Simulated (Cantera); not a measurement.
A closed system holds: 1 mol SiO2, a varied amount of Al2O3, 17 mol H2, held at 1475 °C and 1.33 mbar.

Equilibrium computed with Cantera from the NASA thermochemical tables; the gas is ideal and each condensed phase is pure. Candidate condensed phases: Al, Al2O3, Al2SiO5, Al6Si2O13, H2O, Si, SiO2; 28 gas species. Mutual solubility and eutectic melting of coexisting phases are not modelled. The tables hold silica as quartz up to 1696 K and as liquid above; real silica turns to tridymite and cristobalite and melts near 1996 K. Condensed phases not in the tables: alloys, solid solutions and most ternary compounds. Rates play no part.

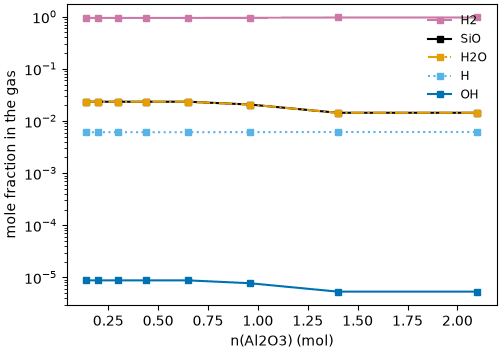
Equilibrium gas composition (values under 1e-9 drawn at 1e-9)

Task: Read off the mole fractions at 0.44 mol Al2O3.

Result: H2 about 0.95, SiO about 0.023, H2O about 0.023, H about 0.0061, OH about 8.8e-6.
